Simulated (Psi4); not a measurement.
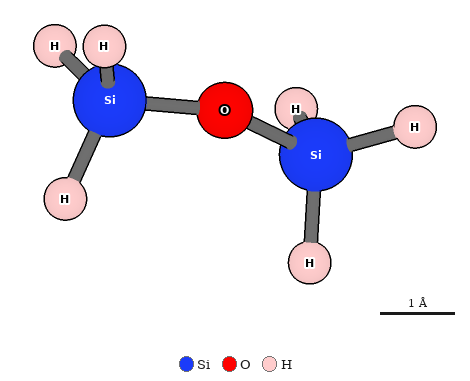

**Figure 1.** The structure as given in the input (ball-and-stick view, seen at a tilt).

Energy and gradient calculation of Si2H6O

System: Si2H6O.
Method: B3LYP/6-31G*, RKS (Psi4 1.11).

A bond length was changed on purpose from its optimised value.

What the program printed
```
Psi4 1.11 release

gradient() will perform analytic gradient computation.

   => Loading Basis Set <=

    Name: 6-31G*
    Role: ORBITAL
    Keyword: BASIS

         ---------------------------------------------------------
                                   SCF
                              RKS Reference
                        1 Threads,   1525 MiB Core
         ---------------------------------------------------------

  ==> Geometry <==

    Molecular point group: c1
    Full point group: C1

    Geometry (in Angstrom), charge = 0, multiplicity = 1:

       Center              X                  Y                   Z               Mass
    ------------   -----------------  -----------------  -----------------  -----------------
         SI           0.000010196054     0.361733947363    -1.675041412880    27.976926534650
         O            0.000010196054     0.361733947363     0.203858587120    15.994914619570
         SI           0.000010196054    -0.523226829719     1.577258948868    27.976926534650
         H            1.233561255065    -0.290420302730    -2.187629655952     1.007825032230
         H           -0.048932075274     1.768842876689    -2.139446209816     1.007825032230
         H           -1.184973182162    -0.375034686764    -2.187866645082     1.007825032230
         H           -0.049591982714     0.408027561937     2.729789895182     1.007825032230
         H            1.233852122203    -1.348598204053     1.655204267572     1.007825032230
         H           -1.184644034813    -1.420802566896     1.608977081644     1.007825032230

  Running in c1 symmetry.

  Rotational constants: A =      1.13909  B =      0.08701  C =      0.08569 [cm^-1]
  Rotational constants: A =  34149.17439  B =   2608.60776  C =   2568.90003 [MHz]
  Nuclear repulsion =  151.324135108828528

  Charge       = 0
  Multiplicity = 1
  Electrons    = 42
  Nalpha       = 21
  Nbeta        = 21

  ==> Algorithm <==

  SCF Algorithm Type is PK.
  DIIS enabled.
  MOM disabled.
  Fractional occupation disabled.
  Guess Type is SAD.
  Energy threshold   = 1.00e-09
  Density threshold  = 1.00e-08
  Integral threshold = 1.00e-12

  ==> Primary Basis <==

  Basis Set: 6-31G*
    Blend: 6-31G*
    Number of shells: 34
    Number of basis functions: 65
    Number of Cartesian functions: 65
    Spherical Harmonics?: false
    Max angular momentum: 2

  ==> DFT Potential <==

   => LibXC <=

    Version 7.1.2

   => Composite Functional: B3LYP <=

    B3LYP Hyb-GGA Exchange-Correlation Functional

    Deriv               =              1
    GGA                 =           TRUE
    Meta                =          FALSE

    Exchange Hybrid     =           TRUE
    MP2 Hybrid          =          FALSE

   => Exchange Functionals <=

    0.0800   Slater exchange
    0.7200         Becke 88

   => Exact (HF) Exchange <=

    0.2000               HF

   => Correlation Functionals <=

    0.1900   Vosko, Wilk & Nusair (VWN5_RPA)
    0.8100   Lee, Yang & Parr

   => LibXC Density Thresholds  <==

    XC_HYB_GGA_XC_B3LYP:  1.00E-15

   => Molecular Quadrature <=

    Radial Scheme          =       TREUTLER
    Pruning Scheme         =           NONE
    Nuclear Scheme         =       TREUTLER

    Blocking Scheme        =         OCTREE
    BS radius alpha        =              1
    Pruning alpha          =              1
    Radial Points          =             99
    Spherical Points       =            590
    Total Points           =         499972
    Total Blocks           =           3604
    Max Points             =            256
    Max Functions          =             64
    Weights Tolerance      =       1.00E-15

  ==> Integral Setup <==

  Using in-core PK algorithm.
   Calculation information:
      Number of atoms:                   9
      Number of AO shells:              34
      Number of primitives:             93
      Number of atomic orbitals:        65
      Number of basis functions:        65

      Integral cutoff                 1.00e-12
      Number of threads:                 1

  Performing in-core PK
  Using 4603170 doubles for integral storage.
  We computed 158648 shell quartets total.
  Whereas there are 177310 unique shell quartets.

  ==> DiskJK: Disk-Based J/K Matrices <==

    J tasked:                  Yes
    K tasked:                  Yes
    wK tasked:                  No
    Memory [MiB]:              350
    Schwarz Cutoff:          1E-12

  Cached 100.0% of DFT collocation blocks in 0.775 [GiB].

  Minimum eigenvalue in the overlap matrix is 9.0261133505E-03.
  Reciprocal condition number of the overlap matrix is 1.5782362421E-03.
    Using symmetric orthogonalization.

  ==> Pre-Iterations <==

  SCF Guess: Superposition of Atomic Densities via on-the-fly atomic UHF (no occupation information).

   -------------------------
    Irrep   Nso     Nmo
   -------------------------
     A         65      65
   -------------------------
    Total      65      65
   -------------------------

  ==> Iterations <==

                        Total Energy        Delta E     RMS |[F,P]|

   @RKS iter SAD:  -657.10000948421418   -6.57100e+02   0.00000e+00
   @RKS iter   1:  -657.66938780917769   -5.69378e-01   1.04272e-02 ADIIS/DIIS
   @RKS iter   2:  -656.88721669810184    7.82171e-01   2.29085e-02 ADIIS/DIIS
   @RKS iter   3:  -657.85825338952338   -9.71037e-01   9.55553e-04 ADIIS/DIIS
   @RKS iter   4:  -657.86027942413250   -2.02603e-03   3.17212e-04 ADIIS/DIIS
   @RKS iter   5:  -657.86050064228527   -2.21218e-04   6.68904e-05 DIIS
   @RKS iter   6:  -657.86051200778684   -1.13655e-05   8.77202e-06 DIIS
   @RKS iter   7:  -657.86051214990982   -1.42123e-07   6.71400e-07 DIIS
   @RKS iter   8:  -657.86051215098382   -1.07400e-09   1.47156e-07 DIIS
   @RKS iter   9:  -657.86051215103066   -4.68390e-11   3.69563e-08 DIIS
   @RKS iter  10:  -657.86051215103419   -3.52429e-12   8.28131e-09 DIIS
  Energy and wave function converged.

  ==> Post-Iterations <==

   Electrons on quadrature grid:
      Ntotal   =   41.9999998519 ; deviation = -1.481e-07

    Orbital Energies [Eh]
    ---------------------

    Doubly Occupied:

       1A    -66.186474     2A    -66.141945     3A    -19.138189
       4A     -5.329923     5A     -5.289469     6A     -3.690404
       7A     -3.687666     8A     -3.687629     9A     -3.649526
      10A     -3.647250    11A     -3.647237    12A     -0.948528
      13A     -0.573155    14A     -0.512055    15A     -0.413052
      16A     -0.388112    17A     -0.386777    18A     -0.355849
      19A     -0.355115    20A     -0.294664    21A     -0.288612

    Virtual:

      22A     -0.022146    23A      0.047738    24A      0.064020
      25A      0.065113    26A      0.092147    27A      0.104325
      28A      0.112527    29A      0.146760    30A      0.178096
      31A      0.217829    32A      0.218423    33A      0.226643
      34A      0.247957    35A      0.265853    36A      0.307678
      37A      0.418001    38A      0.544994    39A      0.560393
      40A      0.601617    41A      0.605620    42A      0.653695
      43A      0.657021    44A      0.681727    45A      0.691832
      46A      0.740157    47A      0.876991    48A      0.990694
      49A      1.082517    50A      1.093590    51A      1.120000
      52A      1.137730    53A      1.147480    54A      1.157248
      55A      1.166594    56A      1.292320    57A      1.485357
      58A      1.827925    59A      1.838263    60A      1.970889
      61A      2.216354    62A      2.614937    63A      2.918087
      64A      2.934179    65A      3.675638

    Final Occupation by Irrep:
              A
    DOCC [    21 ]
    NA   [    21 ]
    NB   [    21 ]

  @RKS Final Energy:  -657.86051215103419

   => Energetics <=

    Nuclear Repulsion Energy =            151.3241351088285285
    One-Electron Energy =               -1210.8232241102437001
    Two-Electron Energy =                 444.1269367857365751
    DFT Exchange-Correlation Energy =     -42.4883599353557244
    Empirical Dispersion Energy =           0.0000000000000000
    VV10 Nonlocal Energy =                  0.0000000000000000
    Total Energy =                       -657.8605121510341860

Computation Completed

Properties will be evaluated at   0.000000,   0.000000,   0.000000 [a0]

Properties computed using the SCF density matrix

 Multipole Moments:

 ------------------------------------------------------------------------------------
     Multipole            Electronic (a.u.)      Nuclear  (a.u.)        Total (a.u.)
 ------------------------------------------------------------------------------------

 L = 1.  Multiply by 2.5417464519 to convert [e a0] to [Debye]
 Dipole X            :          0.0002056           -0.0006819           -0.0004763
 Dipole Y            :          1.0952780           -1.1811055           -0.0858275
 Dipole Z            :         -0.1353042           -0.4895469           -0.6248511
 Magnitude           :                                                    0.6307182

 ------------------------------------------------------------------------------------

	total time  =         13 seconds =       0.22 minutes

         ------------------------------------------------------------
                                   SCF GRAD
         ------------------------------------------------------------

  ==> Geometry <==

    Molecular point group: c1
    Full point group: C1

    Geometry (in Angstrom), charge = 0, multiplicity = 1:

       Center              X                  Y                   Z               Mass
    ------------   -----------------  -----------------  -----------------  -----------------
         SI           0.000010196054     0.361733947363    -1.675041412880    27.976926534650
         O            0.000010196054     0.361733947363     0.203858587120    15.994914619570
         SI           0.000010196054    -0.523226829719     1.577258948868    27.976926534650
         H            1.233561255065    -0.290420302730    -2.187629655952     1.007825032230
         H           -0.048932075274     1.768842876689    -2.139446209816     1.007825032230
         H           -1.184973182162    -0.375034686764    -2.187866645082     1.007825032230
         H           -0.049591982714     0.408027561937     2.729789895182     1.007825032230
         H            1.233852122203    -1.348598204053     1.655204267572     1.007825032230
         H           -1.184644034813    -1.420802566896     1.608977081644     1.007825032230

  Nuclear repulsion =  151.324135108828528

  ==> Basis Set <==

  Basis Set: 6-31G*
    Blend: 6-31G*
    Number of shells: 34
    Number of basis functions: 65
    Number of Cartesian functions: 65
    Spherical Harmonics?: false
    Max angular momentum: 2

  ==> DirectJKGrad: Integral-Direct SCF Gradients <==

    Gradient:                    1
    J tasked:                  Yes
    K tasked:                  Yes
    wK tasked:                  No
    Integrals threads:           1
    Schwarz Cutoff:          1E-12

  ==> DFT Potential <==

   => LibXC <=

    Version 7.1.2

   => Composite Functional: B3LYP <=

    B3LYP Hyb-GGA Exchange-Correlation Functional

    Deriv               =              1
    GGA                 =           TRUE
    Meta                =          FALSE

    Exchange Hybrid     =           TRUE
    MP2 Hybrid          =          FALSE

   => Exchange Functionals <=

    0.0800   Slater exchange
    0.7200         Becke 88

   => Exact (HF) Exchange <=

    0.2000               HF

   => Correlation Functionals <=

    0.1900   Vosko, Wilk & Nusair (VWN5_RPA)
    0.8100   Lee, Yang & Parr

   => LibXC Density Thresholds  <==

    XC_HYB_GGA_XC_B3LYP:  1.00E-15

   => Molecular Quadrature <=

    Radial Scheme          =       TREUTLER
    Pruning Scheme         =           NONE
    Nuclear Scheme         =       TREUTLER

    Blocking Scheme        =         OCTREE
    BS radius alpha        =              1
    Pruning alpha          =              1
    Radial Points          =             99
    Spherical Points       =            590
    Total Points           =         499972
    Total Blocks           =           3604
    Max Points             =            256
    Max Functions          =             64
    Weights Tolerance      =       1.00E-15

  -Total Gradient:
     Atom            X                  Y                   Z
    ------   -----------------  -----------------  -----------------
       1       -0.000024821539     0.003704778427    -0.069717478544
       2        0.000057511978    -0.010206309808     0.082309212965
       3       -0.000039864755     0.002464488138     0.004161001563
       4        0.000219544607    -0.000363266112    -0.002636034846
       5       -0.000010095338     0.000143864330    -0.003733692122
       6       -0.000203790461    -0.000381325058    -0.002599964264
       7        0.000026509077     0.000148250670    -0.002031248641
       8       -0.000900903462     0.002204415649    -0.002876222540
       9        0.000876730994     0.002279529076    -0.002873288742

	total time  =          5 seconds =       0.08 minutes

Properties will be evaluated at   0.000000,   0.000000,   0.000000 [a0]
OEProp: No title given, name of density matrix used for the following properties is 'SCF density'
  Mulliken Charges: (a.u.)
   Center  Symbol    Alpha    Beta     Spin     Total
       1    SI     6.68815  6.68815  0.00000  0.62369
       2     O     4.35383  4.35383  0.00000 -0.70766
       3    SI     6.70579  6.70579  0.00000  0.58842
       4     H     0.53520  0.53520  0.00000 -0.07039
       5     H     0.53157  0.53157  0.00000 -0.06315
       6     H     0.53526  0.53526  0.00000 -0.07051
       7     H     0.54577  0.54577  0.00000 -0.09154
       8     H     0.55212  0.55212  0.00000 -0.10424
       9     H     0.55231  0.55231  0.00000 -0.10462

   Total alpha = 21.00000, Total beta = 21.00000, Total charge = -0.00000

  Lowdin Charges: (a.u.)
   Center  Symbol    Alpha    Beta     Spin     Total
       1    SI     6.77231  6.77231  0.00000  0.45538
       2     O     4.32095  4.32095  0.00000 -0.64190
       3    SI     6.78543  6.78543  0.00000  0.42914
       4     H     0.51461  0.51461  0.00000 -0.02922
       5     H     0.50808  0.50808  0.00000 -0.01615
       6     H     0.51508  0.51508  0.00000 -0.03016
       7     H     0.52361  0.52361  0.00000 -0.04721
       8     H     0.52977  0.52977  0.00000 -0.05954
       9     H     0.53017  0.53017  0.00000 -0.06033

  Total alpha = 21.00000, Total beta = 21.00000, Total charge = -0.00000

  Mayer Bond Indices:

  Irrep: 1 Size: 9 x 9

                 1                   2                   3                   4                   5

    1     0.00000000000000     0.82025147774662     0.05728240810249     0.92379651177758     0.93359000186989
    2     0.82025147774662     0.00000000000000     1.00955618129090     0.01698192821998     0.01002893661134
    3     0.05728240810249     1.00955618129090     0.00000000000000     0.00152996942289     0.00322109968554
    4     0.92379651177758     0.01698192821998     0.00152996942289     0.00000000000000     0.01130788000876
    5     0.93359000186989     0.01002893661134     0.00322109968554     0.01130788000876     0.00000000000000
    6     0.92377247433759     0.01713289701175     0.00145692683194     0.01171969864747     0.01125697604096
    7     0.00847567753689     0.00823116381463     0.92170459363431     0.00056869698784    -0.00001356150184
    8     0.00142016500730     0.01770907140941     0.91335288433867     0.00050998573271     0.00028068545076
    9     0.00126011240733     0.01781687537457     0.91348858972460     0.00015394920754     0.00024055032203

                 6                   7                   8                   9

    1     0.92377247433759     0.00847567753689     0.00142016500730     0.00126011240733
    2     0.01713289701175     0.00823116381463     0.01770907140941     0.01781687537457
    3     0.00145692683194     0.92170459363431     0.91335288433867     0.91348858972460
    4     0.01171969864747     0.00056869698784     0.00050998573271     0.00015394920754
    5     0.01125697604096    -0.00001356150184     0.00028068545076     0.00024055032203
    6     0.00000000000000     0.00052511774589     0.00016097065249     0.00056250416540
    7     0.00052511774589     0.00000000000000     0.01096192912267     0.01086993520804
    8     0.00016097065249     0.01096192912267     0.00000000000000     0.01191515383808
    9     0.00056250416540     0.01086993520804     0.01191515383808     0.00000000000000

  Atomic Valences:

 #  #
 Irrep: 1
      1:    3.669848828785687
      2:    1.917708531479197
      3:    3.821592653031342
      4:    0.966568620004774
      5:    0.969912568487446
      6:    0.966587565433477
      7:    0.961323552548423
      8:    0.956310845552089
      9:    0.956307670247590

    Psi4 run time: 0:00:18.82
```

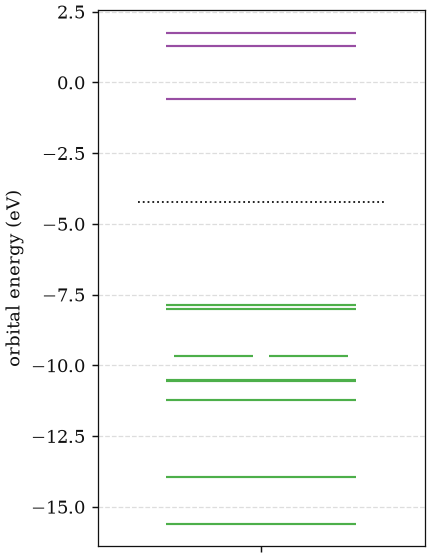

**Figure 2.** Orbital energies near the frontier; the dotted line parts filled from empty levels, and levels within 0.02 eV of each other stand side by side. Highest filled −7.85 eV, lowest empty −0.60 eV, 7.25 eV apart.

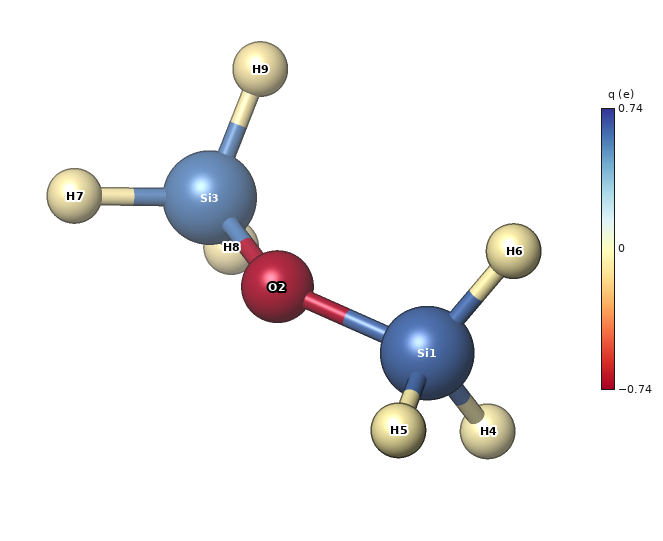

**Figure 3.** Mulliken charges, as the colour of each atom (ball-and-stick view, seen at a tilt; atoms are numbered from 1 in the order of the input). By element: Si +0.59 to +0.62, O −0.71 and H −0.10 to −0.06 e.

This output came from the following input.

Input file (input.in)
```
memory 1600 MB

molecule {
  0 1
  Si
  O 1 R2
  Si 2 R3 1 A3
  H 1 R4 2 A4 3 D4
  H 1 R5 4 A5 2 D5
  H 1 R6 5 A6 4 D6
  H 3 R7 2 A7 1 D7
  H 3 R8 7 A8 2 D8
  H 3 R9 7 A9 8 D9

  R2 = 1.8789
  R3 = 1.633825
  A3 = 147.20399
  R4 = 1.486506
  A4 = 110.17127
  D4 = -62.13547
  R5 = 1.482573
  A5 = 109.61905
  D5 = 119.02727
  R6 = 1.486608
  A6 = 109.63374
  D6 = -119.57661
  R7 = 1.482573
  A7 = 108.25491
  D7 = -177.98106
  R8 = 1.486499
  A8 = 109.61973
  D8 = 120.20271
  R9 = 1.486625
  A9 = 109.63335
  D9 = 119.57622
  symmetry c1
  no_reorient
  no_com
}

set globals {
  basis                6-31G*
  reference            rks
  puream               false
  e_convergence        1e-09
  d_convergence        1e-08
  scf_type             pk
  dft_radial_points    99
  dft_spherical_points 590
}

energy_value, wavefunction = gradient("b3lyp", return_wfn=True)
oeprop(wavefunction, "MAYER_INDICES", "LOWDIN_CHARGES", "MULLIKEN_CHARGES")
```

Run as:
```bash
psi4 -n 1 input.in input.out
```

Key numbers

- outcome: converged
- total energy: −657.860512 hartree
- basis functions: 65
- largest force: 4.265 eV/Å
- HOMO: −7.85 eV
- LUMO: −0.60 eV
- dipole moment: 1.60 D
- hardware: 1 thread of Intel Xeon @ 2.50GHz (Skylake/Cascade Lake), 128 GiB of memory available, shared host
- wall time: 20 s
- peak memory: 1.1 GiB
